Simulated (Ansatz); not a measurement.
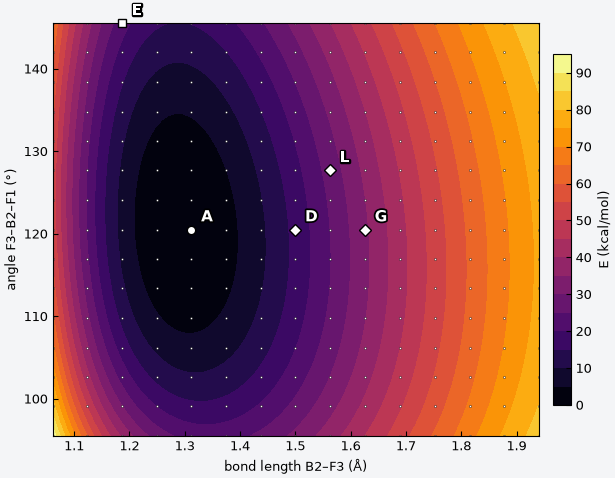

BF2, SMILES F[B]F, spin multiplicity 2. 
- First axis: bond length B2–F3. Second axis: angle F3–B2–F1.
- Nothing is relaxed (all other coordinates rigid).
- The grid has 15 × 15 points.
- Energies: kcal/mol, counted from the relaxed molecule at the same level.
- Level of theory: UHF/def2-TZVP (Ansatz 0.2.0).

The picture shows filled contours, dots at the grid points, lettered points. Between grid points the surface is interpolated.

Is G the lowest point of the computed grid?

Answer. No. G lies 34 kcal/mol above the lowest grid point, which is at bond length B2–F3 = 1.312 Å, angle F3–B2–F1 = 120.5°.

What kind of point is each of A, D, G, L: minimum, saddle, maximum or slope?

Answer. A: minimum; D: on a slope; G: on a slope; L: on a slope. (In these two coordinates alone; a stationary point may lie a little off the grid point.)
